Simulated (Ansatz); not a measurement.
**Cl2H2OSi: comparison of dispersion corrections**

Wanted for Cl2H2OSi: a comparison of dispersion corrections. SMILES: O[SiH](Cl)Cl.

All numbers are computed with Ansatz 0.2.0 through its Python package. The levels of theory stand in the script.

## Step 1: Starting point

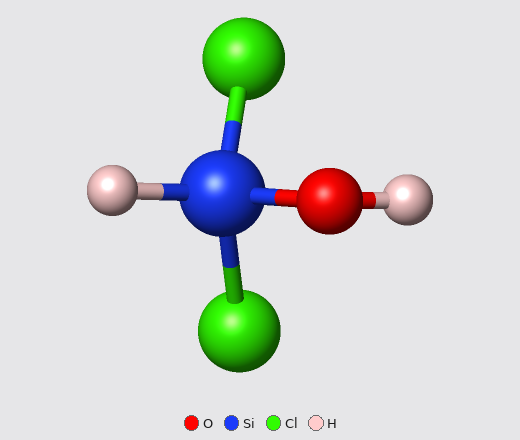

The structure that the script starts from, seen from a chosen angle (oxygen red, silicon blue, chlorine green, hydrogen pink).

cl2h2osi.xyz, read by the script:

```xyz
6

O     0.42160    1.15830   -0.45210
Si    0.11390   -0.20540    0.36440
Cl    0.56430   -1.70430   -0.93580
Cl   -1.81930   -0.30760    0.65980
H    -0.11710    1.26320   -1.31370
H     0.87870   -0.26830    1.63120
```

## Step 2: Script

disp_cl2h2osi.py

```python
from dataclasses import dataclass

import ansatz


@dataclass
class Options:
    basis_set: str = "def2-SVP"


cfg = Options()

cl2h2osi = ansatz.Crystal.molecule_from_extxyz("cl2h2osi.xyz")

setup = cl2h2osi.calculation().basis(gaussian=cfg.basis_set)
for name in ["blyp", "r2scan"]:
    for correction in ("d3bj", "d4"):
        rep = setup.functional(name, dispersion=correction).run(threads=1).report
        print(f"{name:8s} {correction:5s} total {rep['free_energy_ev']:.5f} eV, of which dispersion {1000 * rep['dispersion']['energy']['ev']:.2f} meV")
```

## Step 3: The calls as engine input

The engine receives this input (first run):

```yaml
crystal:
  periodic: [false, false, false]
  atoms:
    - { symbol: O, position_ang: [0.4216, 1.1583, -0.4521] }
    - { symbol: Si, position_ang: [0.1139, -0.2054, 0.3644] }
    - { symbol: Cl, position_ang: [0.5643, -1.7043, -0.9358] }
    - { symbol: Cl, position_ang: [-1.8193, -0.3076, 0.6598] }
    - { symbol: H, position_ang: [-0.1171, 1.2632, -1.3137] }
    - { symbol: H, position_ang: [0.8787, -0.2683, 1.6312] }
basis:
  gaussian:
    orbitals: def2-SVP
hamiltonian:
  xc: blyp
  dispersion: d3bj
```

## Step 4: Launch

Run with:

```bash
> python disp_cl2h2osi.py
```

The program printed:

```text
blyp     d3bj  total -34993.54965 eV, of which dispersion -369.25 meV
blyp     d4    total -34993.55762 eV, of which dispersion -377.22 meV
DeckWarning: the engine holds no damping parameters fitted to this dispersion correction and functional, so the run takes those fitted to r2scan beside the three-body term, which d3bj leaves out (hamiltonian.dispersion, under Limitations)
r2scan   d3bj  total -34991.10265 eV, of which dispersion -42.51 meV
r2scan   d4    total -34991.09745 eV, of which dispersion -37.32 meV
```

(Warnings from the package without file and line.)

Run time: 12 s. Hardware: 1 thread of Arm Neoverse V1, shared host; peak memory 0.19 GiB.

## Step 5: What changed from run to run

The engine's inputs for the other runs:

Run 2, against run 1:

```diff
@@ -15 +15 @@
-  dispersion: d3bj
+  dispersion: d4
```

Run 3, against run 1:

```diff
@@ -14 +14 @@
-  xc: blyp
+  xc: r2scan
```

Run 4, against run 1:

```diff
@@ -14,2 +14,2 @@
-  xc: blyp
-  dispersion: d3bj
+  xc: r2scan
+  dispersion: d4
```

## Step 6: The engine's runs

From the records of these 4 runs:

| run | functional | dispersion | energy (eV) | SCF cycles | CPU time (s) |
| --- | --- | --- | --- | --- | --- |
| 1 | blyp | d3bj | -34993.5497 | 14 | 1.6 |
| 2 | blyp | d4 | -34993.5576 | 14 | 1.5 |
| 3 | r2scan | d3bj | -34991.1026 | 16 | 4.2 |
| 4 | r2scan | d4 | -34991.0975 | 16 | 4.3 |

Totals under unlike functionals or potentials can't be compared directly.

## Step 7: What came out

```
         quantity                  value
dispersion energy  -377.22 to -37.32 meV
    runs compared                      4
```

In words: The dispersion term depends on the functional it is damped for, so it isn't a property of the molecule alone. All 4 runs converged, in 14 to 16 cycles. The geometry is a force-field or estimated start, not a minimum of this method, and the basis set is short of its limit. D4 holds the three-body term, and d3bj doesn't. A dispersion term here runs with damping parameters fitted for another variant or functional.
